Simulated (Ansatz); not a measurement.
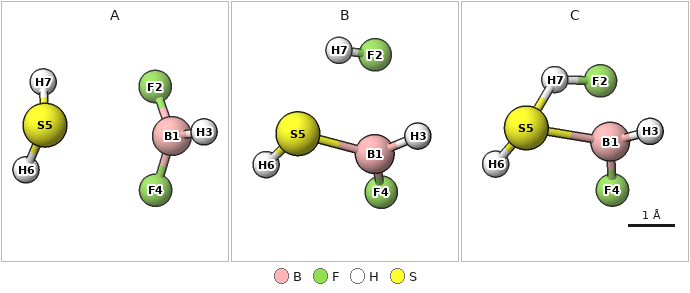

3 geometries from a converged minimum-energy path of BH₃SF₂, made up of BHF2 and H₂S, shuffled. A ball-and-stick model, seen at a tilt.

The calculation used RKS B3LYP/6-31G* (Ansatz 0.2.0). Settings: 5 movable images; climbing image; force threshold 0.03 eV/Å; iteration limit 60; starting path through a guess of the saddle point.

**Which frame is the transition state?**

C. In order along the path, whose images run from 0 to 6: A (image 1, +0.2 kcal/mol), C (image 4, +35.7 kcal/mol), B (image 6, +27.0 kcal/mol). Breaking: B1–F2 (1.32 → 1.62 at the top → 2.60 Å), S5–H7 (1.35 → 1.70 at the top → 2.55 Å). Forming: B1–S5 (3.26 → 2.02 at the top → 1.83 Å), F2–H7 (3.34 → 1.13 at the top → 0.94 Å).

Limits of the set-up: the start holds two separate molecules, 3.3 Å apart at their closest, whose relative position is a soft coordinate and is computed without a dispersion correction.

The run took 4.5 min on 1 thread of Arm Neoverse V2 (shared host), peak memory 0.13 GiB.
